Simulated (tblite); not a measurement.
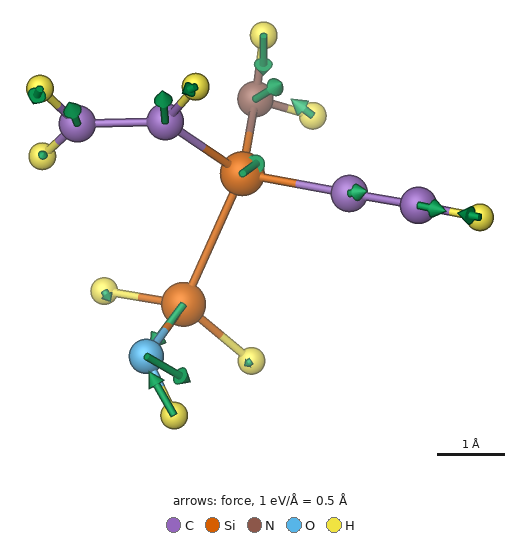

Starting geometry of C$_{4}$H$_{9}$NOSi$_{2}$ with the computed forces as green arrows. A ball-and-stick model, seen at a tilt.

Theory: GFN2-xTB geometry optimisation, gas phase (tblite). 

> Is this structure relaxed? If not, where do the atoms go?

It isn't relaxed: the largest force vector, on the O atom, is 1.99 eV/Å. The final displacements have little in common with the starting forces (cosine between the two patterns 0.16). The atom that moves furthest after the best rigid fit is an H atom (1.64 Å). By element the largest moves are H 1.64 Å, C 0.63 Å, O 0.44 Å, Si 0.25 Å, N 0.22 Å. Among the contacts that change: O–Si 1.707 → 1.631 Å, Si–Si 2.226 → 2.297 Å, C–Si 1.823 → 1.893 Å, N–Si 1.791 → 1.736 Å. Bond angles that change, for instance: Si–N–H 104.3° → 118.6°, Si–N–H 109.0° → 119.2°, C–Si–Si 107.5° → 116.6°. Groups turn about C–Si by about 65°, O–Si by about 55°. The energy falls by 14.7 kcal/mol in 176 geometry steps.
